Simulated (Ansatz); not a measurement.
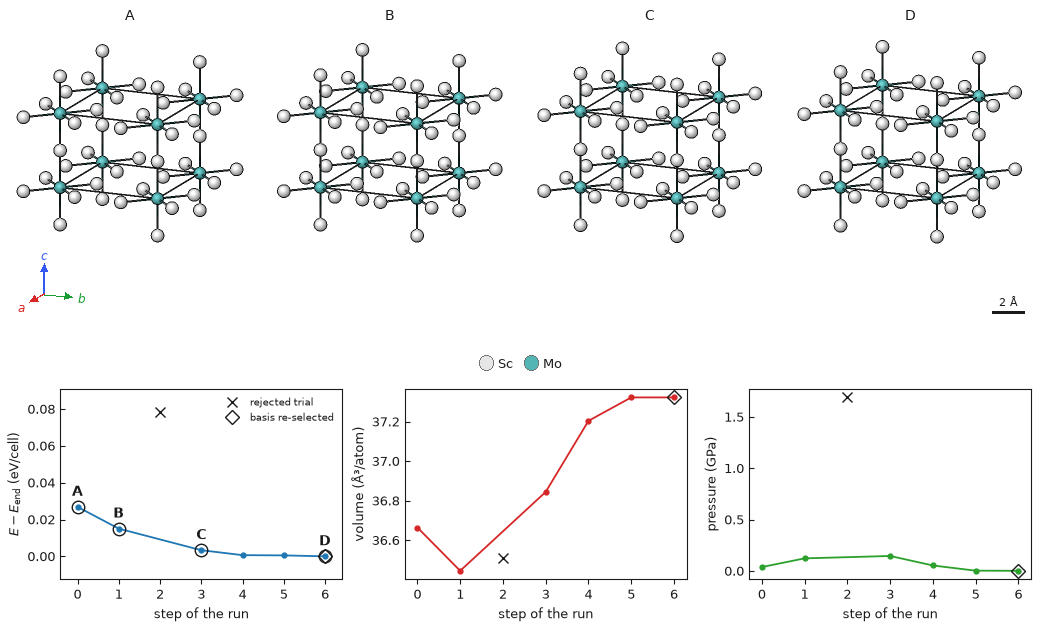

Frames of a relaxation of a crystal of Sc5Mo (a generated structure, set up in P4/mmm), marked on the history of the run. The picture is a ball-and-stick view of the cell of the calculation, seen slightly off an axis.

Computed with DFT PBE, scalar-relativistic, plane waves, PAW (Ansatz). (plane-wave cutoff 420 eV; k-point mesh 6 × 6 × 8; occupations gaussian; smearing width 0.1 eV; no spin polarisation; cell and atoms relaxed; force threshold 0.01 eV/Å; at most 80 steps)

### What happens along the run?

After 4 accepted moves (6 points after the start) the energy has fallen by 26.9 meV per cell of the calculation. The largest force component goes from 0.023 to 0.00023 eV/Å. The pressure goes from 0.04 to 0.00 GPa. The line search rejected the trial step at point 2 of the run. At 1 point the geometry stayed and the basis and grid were re-selected for the new cell (energy shift of 0.5 meV per cell of the calculation at most each time). The largest moves relative to the cell, 0.010 Å, are those of Sc atoms. Mo stays in place. The volume changes by +1.8 %, with a = b 6.727 → 6.663 Å (−0.9 %), c 4.862 → 5.044 Å (+3.7 %). Among the contacts that change: Mo–Sc 2.431 → 2.522 Å, Mo–Sc 2.501 → 2.467 Å, Sc–Sc 3.190 → 3.174 Å. The space group stays P4/mmm (No. 123). Cost: 4 min on 1 thread of Arm Neoverse V1, with other jobs on the host, peak memory 0.66 GiB. From step 0 to 1: volume −0.6 %, energy −11.8 meV per cell of the calculation. From step 1 to 3: volume +1.1 %, energy −11.7 meV per cell of the calculation. From step 3 to 6: volume +1.3 %, energy −3.3 meV per cell of the calculation.

| step | E − E(0), meV/atom | largest force component, eV/Å | pressure, GPa | volume, Å³/atom | note |
| --- | --- | --- | --- | --- | --- |
| 0 | 0.00 | 0.0231 | 0.04 | 36.664 |  |
| 1 | -1.97 | 0.0744 | 0.12 | 36.445 |  |
| 2 | 8.59 | 0.4587 | 1.69 | 36.508 | rejected |
| 3 | -3.92 | 0.0096 | 0.15 | 36.844 |  |
| 4 | -4.37 | 0.0036 | 0.05 | 37.204 |  |
| 5 | -4.39 | 0.0003 | 0.00 | 37.323 |  |
| 6 | -4.48 | 0.0002 | 0.00 | 37.323 | same geometry, new basis |
